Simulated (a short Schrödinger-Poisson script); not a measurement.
System: symmetric double-gate stack, SiO2 on p-type Si(111), at 200 K.

```
layer  material  thickness (nm)  Na (cm⁻³)
-----  --------  --------------  ---------
1          SiO2             1.5          -
2            Si               2       2e17
3          SiO2             1.5          -
```

The device is made up for the run: typed textbook-type constants, with dimensions and the other settings drawn at random. SiO2: permittivity 3.9, conduction-band edge (eV) 3.15, gap (eV) 9, electron mass (mₑ) 0.5. Si: permittivity 11.7, conduction-band edge (eV) 0, gap (eV) 1.124, Nv at 300 K (cm⁻³) 3.1e19.

Channel valleys (confinement mass, in-plane density-of-states mass, number): Δ6 0.258, 0.358, 6. At the gates, both at one voltage, the conduction-band edge of layer 1 lies 3.71 eV − eVg above the Fermi level of the channel. Gaps are held at their typed values at every temperature. Mesh 0.03 nm at interfaces.

Solved with a short Schrödinger-Poisson script written for these runs: 1D Poisson equation in equilibrium, electrons quantum, Hartree (BenDaniel-Duke, 12 states a valley, the channel's in-plane mass for all, wave functions free to enter the dielectric), parabolic valleys, classical holes, full ionisation, no traps, pinning or gate leakage.

Only gate voltages with over 1e8 electrons/cm² are shown.

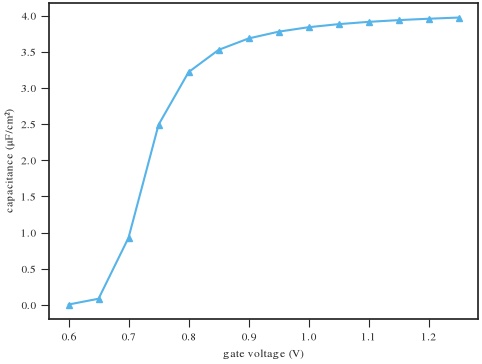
Figure. Quasi-static capacitance against gate voltage

```tsv
Vg (V)	electrons (cm⁻²)	C (μF/cm²)	Δ6 E0 (meV)	Δ6 E1 (meV)
0.6	5.06e8	0.00484	178.0	834.5
0.65	9.04e9	0.0846	128.3	784.9
0.7	1.26e11	0.929	82.8	739.2
0.75	6.71e11	2.49	53.7	709.4
0.8	1.58e12	3.22	38.5	692.9
0.85	2.63e12	3.52	29.0	682.1
0.9	3.76e12	3.68	22.2	673.8
0.95	4.93e12	3.78	16.9	667.0
1	6.11e12	3.84	12.5	661.0
1.05	7.32e12	3.88	8.7	655.6
1.1	8.53e12	3.91	5.3	650.6
1.15	9.76e12	3.94	2.2	646.0
1.2	1.10e13	3.96	-0.6	641.5
1.25	1.22e13	3.97	-3.2	637.3
```

Subbands count from the Fermi level. The capacitance is that of both gates.
